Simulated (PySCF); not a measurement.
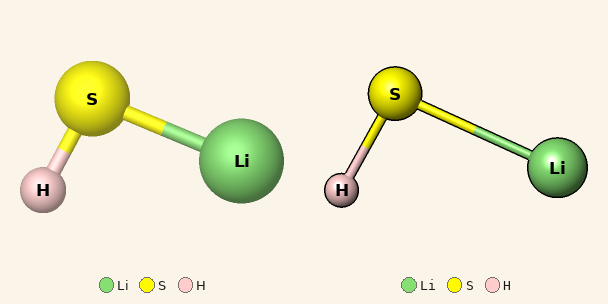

Two views of one molecule.

The computed structure is the end point of a PBE0-D3(BJ)/def2-SVP optimisation. No frequency run is at hand to confirm it as a minimum.

Question: Give the formula.

Answer: HLiS, 3 atoms: 1 hydrogen, 1 lithium and 1 sulfur.

Question: Give a SMILES string for it.

Answer: [Li][SH]

Question: Which point group does it belong to?

Answer: Cs.

Question: How many bonds of each kind are drawn?

Answer: 1 Li–S, 1 S–H.

More results for the same structure follow; atom numbers are the same in all pictures, views and colours differ.

### Geometry

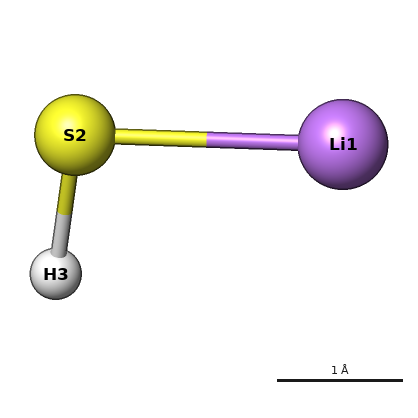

Atoms carry their numbers in the input. No frequency run is at hand to confirm it as a minimum.

Question: How are the neighbours of atom 2 arranged?

Answer: S2 has 2 neighbours (Li1 at 2.14, H3 at 1.35 Å); the arrangement is bent.

### Electronic properties

No frequency run is at hand to confirm it as a minimum. Method: CAM-B3LYP/def2-SVPD, gas phase (PySCF 2.14.0). Excitations: vertical, linear response.

Question: What is the lowest vertical singlet excitation?

Answer: 3.34 eV.

Question: Estimate the brightest of the 6 lowest singlets.

Answer: 5.18 eV.

Question: Estimate the dipole moment.

Answer: 7.05 D.

Question: Estimate the mean static polarisability.

Answer: 38.7 bohr³.

### Quadrupole coupling

No frequency run is at hand to confirm it as a minimum. Electric field gradients from the ground-state density, PBE0/pcSseg-1 in chloroform (IEF-PCM) (PySCF 2.14.0), non-relativistic apart from any core potentials.

Give the largest field-gradient component, the quadrupole coupling constant and the asymmetry for 7Li at Li1 (Q = −40 mb), 33S at S2 (Q = −67.81 mb), 2H at H3 (Q = 2.86 mb).

```tsv
atom	V_zz (a.u.)	e²qQ/h (MHz)	η
Li1	−0.033	0.311	0.42
S2	2.192	−34.9	0.06
H3	0.236	0.159	0.05
```

### NMR shielding

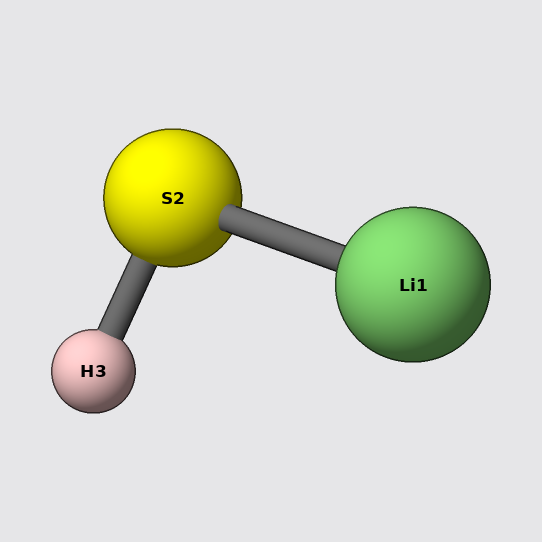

No frequency run is at hand to confirm it as a minimum. Method: GIAO PBE0/pcSseg-1 NMR shielding, non-relativistic, IEF-PCM chloroform (PySCF 2.14.0). Principal shieldings σ11 ≤ σ22 ≤ σ33, span Ω = σ33 − σ11, skew κ = 3(σiso − σ22)/Ω.

Give the shielding tensors of the Li atoms.

```tsv
atom	σ11	σ22	σ33	σiso	Ω	κ
Li1	78.1	81.8	105.4	88.4	27.3	0.73
```

Shieldings and span in ppm.
